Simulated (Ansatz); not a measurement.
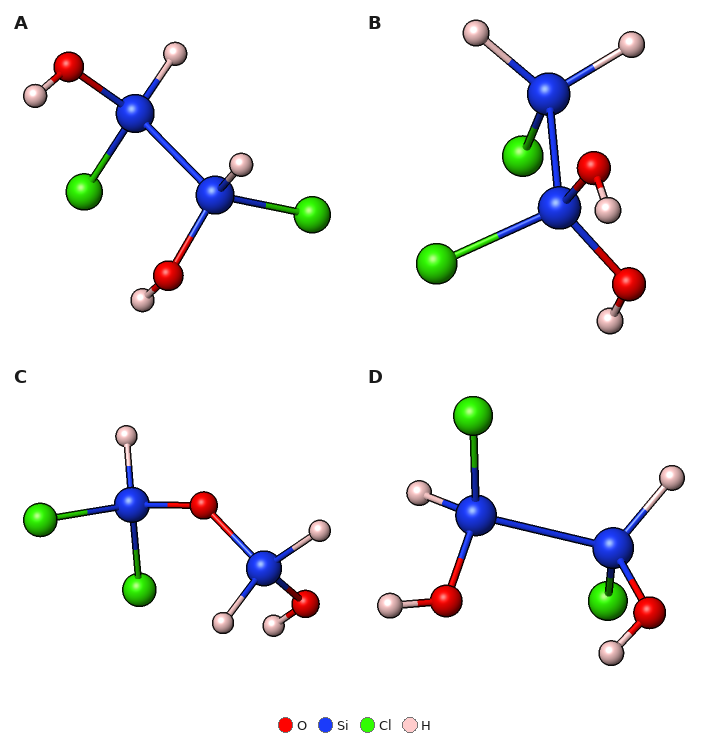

Figure made from data computed with Ansatz.

Match each picture to its SMILES.
(1) O[Si](O)(Cl)[SiH2]Cl
(2) O[SiH2]O[SiH](Cl)Cl
(3) O[Si@@H](Cl)[Si@@H](O)Cl
(4) O[Si@H](Cl)[Si@@H](O)Cl

Answer. A is (4), B is (1), C is (2), D is (3).
